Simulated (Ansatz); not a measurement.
# Al₂GaH (triplet): the correlation ladder, cc-pVDZ

How much of the correlation energy of Al₂GaH (triplet) does each wave-function method recover here?

Method: cc-pVDZ, core rule «outside noble gas», up to 24 orbitals frozen; program: Ansatz 0.2.0, Gaussian basis.

To be run: UHF; CCSD(T) on ROHF; CCSD(T) on UHF; BCCD(T) on ROHF; CISD; CCSDT(Q) on ROHF; CCSDT(Q) on UHF.

4 further runs of the same task are left out: 4 set aside as unsound or not needed.

## 1. The geometry

The geometry is a PBE0/def2-TZVP stationary point (not a proven minimum) of the parent state, kept for this charge and spin. No spin-orbit coupling is included. The filled d shell of Ga may be among the frozen orbitals whatever the setting's name suggests; the logs give the count.

4 atoms, charge 0, spin multiplicity 3.

Atoms are counted from 1 here; the program's logs count them from 0.

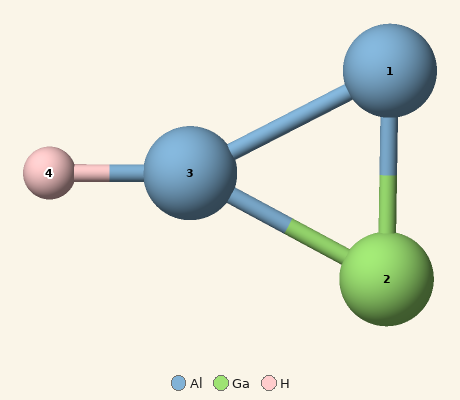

The geometry (aluminium light blue, gallium green, hydrogen pink); atoms are numbered from 1 in the order of the file.

## 2. UHF

Contents of in.yaml:

```yaml
crystal:
  periodic: [false, false, false]
  atoms:
    - {symbol: Al, position_ang: [0.000000, -1.602364, -0.508840]}
    - {symbol: Ga, position_ang: [0.000000, 0.329041, 0.872612]}
    - {symbol: Al, position_ang: [0.000000, 0.690687, -1.636944]}
    - {symbol: H, position_ang: [0.000000, 1.643692, -2.921396]}
basis:
  gaussian: {orbitals: cc-pVDZ}
magnetization: {spin_polarized: true, initial_magnetization: 2}
hamiltonian: {xc: hf}
output: {orbitals: {seedname: orbitals}}
```

Command:

```
> ansatz run in.yaml --threads 1 --pin off --events-out ev --progress --plain --max-ram 4096MiB --backend cpu
```

The runs that follow: CCSD(T) on ROHF; CCSD(T) on UHF; BCCD(T) on ROHF; CISD; CCSDT(Q) on ROHF; CCSDT(Q) on UHF.

**Question.** What will the summary of the whole plan be? Wanted: UCCSDT(Q) from the RHF energy; RMP2 from UCCSDT(Q); UMP2 from UCCSDT(Q); RCCSD from UCCSDT(Q); RCCSD(T) from UCCSDT(Q); UCCSD(T) from UCCSDT(Q); RCCSDT(Q) from UCCSDT(Q); T1 diagnostic.

As calculated:

| quantity | value |
| --- | --- |
| UCCSDT(Q) from the ROHF energy | -5.7568 eV |
| RMP2 from UCCSDT(Q) | +1225.7 meV |
| UMP2 from UCCSDT(Q) | +1349.5 meV |
| RCCSD from UCCSDT(Q) | +393.8 meV |
| RCCSD(T) from UCCSDT(Q) | +80.4 meV |
| UCCSD(T) from UCCSDT(Q) | +80.7 meV |
| RCCSDT(Q) from UCCSDT(Q) | +4.2 meV |
| levels within 1 kcal/mol (43 meV) | RCCSDT, UCCSDT, RCCSDT(Q) |
| T1 diagnostic | 0.026 |

**Reading.** RCCSD(T) misses by +80.4 meV, 1.4 % of the correlation energy. These misses are within one basis, not against nature; the frozen cores of restricted and unrestricted runs differ, which can shift their rows.

With open shells the CI space here admits some triples and quadruples, so it is larger than plain CISD.
